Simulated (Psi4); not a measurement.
Reaction (SMILES): P (PH3) + H+ → [PH4+]
B3LYP-D3(BJ)/def2-TZVP geometries, fixed; electronic energies without zero-point terms; positive where energy is released.

Basis-set convergence of the proton affinity at HF with Psi4. Cartesian d functions, on some or all atoms, in 6-31G*, 6-31+G*, 6-31G**; all else is spherical. Density fitting with the program's default auxiliary sets. Psi4's default fitting sets serve the pcseg sets less well. No added dispersion term, no relativity. Functions are those of the species that has most. Reference: the value in aug-cc-pV(Q+d)Z, 201.14 kcal/mol, itself unsure by roughly 0.02 kcal/mol (its mean distance from def2-QZVPPD, def2-QZVPP, cc-pV(Q+d)Z). Deviations are taken from unrounded values.

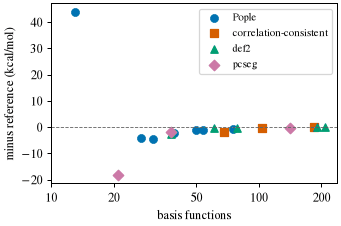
Figure. Deviation from the reference against the number of basis functions, by family of sets.

| basis | functions | proton affinity (kcal/mol) | minus reference (kcal/mol) |
|---|---|---|---|
| STO-3G | 13 | 245.13 | 43.99 |
| pcseg-0 | 21 | 182.74 | -18.39 |
| 6-31G* | 27 | 196.77 | -4.37 |
| 6-31+G* | 31 | 196.56 | -4.57 |
| def2-SVP | 38 | 198.42 | -2.72 |
| pcseg-1 | 38 | 199.32 | -1.81 |
| 6-31G** | 39 | 198.80 | -2.34 |
| 6-311G** | 50 | 199.98 | -1.16 |
| 6-311+G** | 54 | 199.86 | -1.28 |
| def2-TZVP | 61 | 200.67 | -0.47 |
| aug-cc-pV(D+d)Z | 68 | 199.27 | -1.87 |
| 6-311++G(2d,2p) | 75 | 200.42 | -0.72 |
| def2-TZVPD | 79 | 200.78 | -0.36 |
| jun-cc-pV(T+d)Z | 104 | 200.80 | -0.34 |
| aug-pcseg-2 | 142 | 200.81 | -0.33 |
| cc-pV(Q+d)Z | 184 | 201.13 | 0.00 |
| def2-QZVPP | 190 | 201.17 | 0.03 |
| def2-QZVPPD | 208 | 201.16 | 0.02 |
